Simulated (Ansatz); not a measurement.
System: CBF (SMILES [C+]#[B-]F).

Input

```
basis:
  gaussian:
    orbitals: def2-TZVPD
crystal:
  periodic: [false, false, false]
  atoms:
    - {symbol: C, position_ang: [0.000000, 0.000000, -1.414698]}
    - {symbol: B, position_ang: [0.000000, 0.000000, 0.063155]}
    - {symbol: F, position_ang: [0.000000, 0.000000, 1.351543]}
output: {forces: true, orbitals: {seedname: orbitals}}
hamiltonian:
  xc: {name: PBE0}
magnetization:
  spin_polarized: false
total_charge: 0
```

Command:

```sh
ansatz run input.yaml --threads 1 --pin off --max-ram 2610MiB --events-out events.jsonl --progress --plain --runs-dir runs
```

Geometry: B3LYP/6-31G*.

The calculation used isolated molecule in a Gaussian basis; Kohn-Sham density functional theory, functional PBE0 (Ansatz 0.2.0).

Q: What will maps of the electron density and electron localisation function show?

A: B–F (1.29 Å): ρ is about 2.4 e/Å³ halfway; the ELF peaks at about 0.85 between the atoms, as expected for a short, strongly polar bond.
C–B (1.48 Å): ρ is about 1.6 e/Å³ halfway; the ELF peaks at about 0.95 between the atoms: a covalent bond.

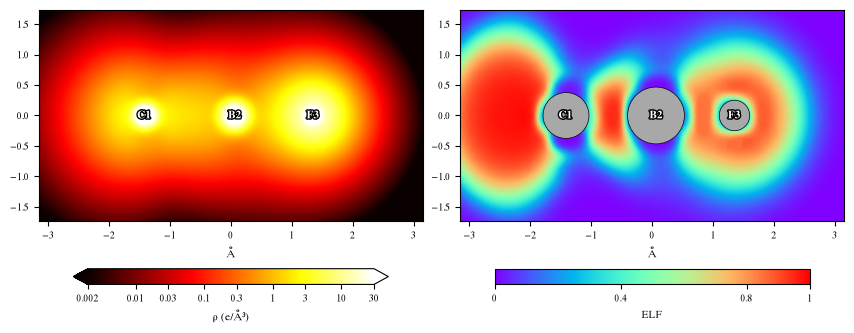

Computed electron density and electron localisation function on a plane that holds the molecular axis, in this order. Grey discs cover the atomic cores in the ELF map. 
